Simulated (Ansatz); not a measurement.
IrO2, pressure series

Start from IrO$_{2}$ (space group Pa-3, No. 205; a cell from a computed database, its experimental status unchecked).

```
CELL_PARAMETERS angstrom
      4.86280     0.00000     0.00000
      0.00000     4.86280     0.00000
      0.00000     0.00000     4.86280
ATOMIC_POSITIONS crystal
  Ir 0.50000 0.50000 0.00000
  Ir 0.00000 0.50000 0.50000
  Ir 0.00000 0.00000 0.00000
  Ir 0.50000 0.00000 0.50000
  O  0.15073 0.84927 0.34927
  O  0.84927 0.15073 0.65073
  O  0.34927 0.15073 0.84927
  O  0.65073 0.84927 0.15073
  O  0.65073 0.65073 0.65073
  O  0.34927 0.34927 0.34927
  O  0.84927 0.34927 0.15073
  O  0.15073 0.65073 0.84927
```

Cell and atoms are relaxed at each pressure.

All numbers come from PBEsol, PAW, 420 eV (Ansatz, a quantum-chemistry and plane-wave program; scalar-relativistic without spin-orbit coupling).

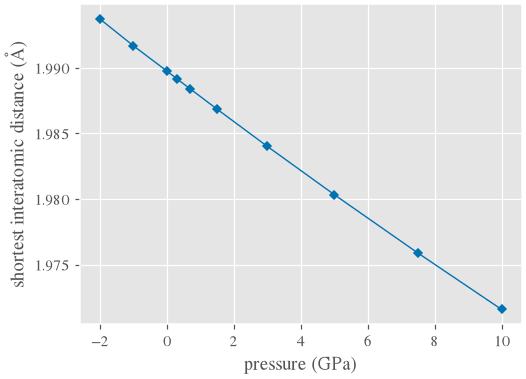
Figure: Shortest interatomic distance against pressure

```json
[
 {"pressure (GPa)": "-2", "shortest interatomic distance": "1.994 Å"},
 {"pressure (GPa)": "-1", "shortest interatomic distance": "1.992 Å"},
 {"pressure (GPa)": "0.3", "shortest interatomic distance": "1.989 Å"},
 {"pressure (GPa)": "0.7", "shortest interatomic distance": "1.988 Å"},
 {"pressure (GPa)": "1.5", "shortest interatomic distance": "1.987 Å"},
 {"pressure (GPa)": "3", "shortest interatomic distance": "1.984 Å"},
 {"pressure (GPa)": "5", "shortest interatomic distance": "1.980 Å"},
 {"pressure (GPa)": "7.5", "shortest interatomic distance": "1.976 Å"},
 {"pressure (GPa)": "10", "shortest interatomic distance": "1.972 Å"}
]
```

Load acts through the strain it causes; cell and atoms are relaxed under it. No phonon test of stability was made. No other phases were tried under pressure. No Hubbard U is applied, and correlation can decide whether such a compound is a metal. All final runs are without spin polarisation.
